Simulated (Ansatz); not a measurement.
**H₂O₂ (singlet): wave-function methods side by side, cc-pVQZ**

How much of the correlation energy of H₂O₂ (singlet) does each wave-function method recover here?

The runs use Ansatz 0.2.0, Gaussian basis; cc-pVQZ, core rule «outside noble gas», up to 2 orbitals frozen.

The runs, in order: UHF; CCSD(T) on RHF; BCCD(T) on RHF; CCSDT(Q) on RHF; CASSCF and NEVPT2, 14 electrons in 10 orbitals.

10 further runs of the same task are left out: 1 that didn't finish, 9 set aside as unsound or not needed.

**1. The system**

The geometry is an MP2(full)/6-31G* stationary point (not a proven minimum).

4 atoms, charge 0, spin multiplicity 1.

Atoms are counted from 1 here; the program's logs count them from 0.

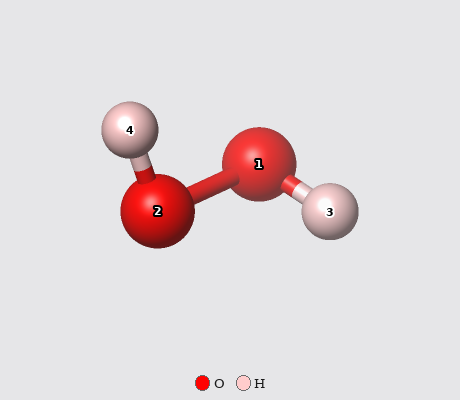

The geometry (oxygen red, hydrogen pink); atoms are numbered from 1 in the order of the file.

As a file:

```xyz
4

O     0.0000    0.7341   -0.0281
O     0.0000   -0.7341   -0.0281
H     0.8395    0.8808    0.4466
H    -0.8395   -0.8808    0.4466
```

**2. UHF**

Input file in.yaml:

```yaml
crystal:
  periodic: [false, false, false]
  atoms:
    - {symbol: O, position_ang: [0.000000, 0.734058, -0.028136]}
    - {symbol: O, position_ang: [0.000000, -0.734058, -0.028136]}
    - {symbol: H, position_ang: [0.839547, 0.880752, 0.446615]}
    - {symbol: H, position_ang: [-0.839547, -0.880752, 0.446615]}
basis:
  gaussian: {orbitals: cc-pVQZ}
magnetization: {spin_polarized: true, initial_magnetization: 0}
hamiltonian: {xc: hf}
output: {orbitals: {seedname: orbitals}}
```

Run with:

```
ansatz run in.yaml --threads 1 --pin off --events-out ev --progress --plain --max-ram 3956MiB --backend cpu
```

Further steps of the session: CCSD(T) on RHF; BCCD(T) on RHF; CCSDT(Q) on RHF; CASSCF and NEVPT2, 14 electrons in 10 orbitals.

Q: Predict the results of all the runs planned. Wanted: RCCSDT(Q) below the RHF energy; RMP2 from RCCSDT(Q); RCCSD from RCCSDT(Q); RCCSD(T) from RCCSDT(Q); NEVPT2 valence from RCCSDT(Q); T1 diagnostic; effectively unpaired electrons.

**Answer**, as computed:

| quantity | value |
| --- | --- |
| RCCSDT(Q) below the RHF energy | -15.3412 eV |
| RMP2 from RCCSDT(Q) | +684.5 meV |
| RCCSD from RCCSDT(Q) | +623.0 meV |
| RCCSD(T) from RCCSDT(Q) | +37.1 meV |
| NEVPT2 valence from RCCSDT(Q) | +1554.4 meV |
| levels within 1 kcal/mol (43 meV) | RCCSD(T), BCCD(T), RCCSDT |
| T1 diagnostic | 0.011 |
| effectively unpaired electrons | 0.05 |

**Reading.** RCCSD(T) lands +37.1 meV from the yardstick (0.2 % of the correlation energy). One determinant dominates. These misses are within one basis, not against nature.
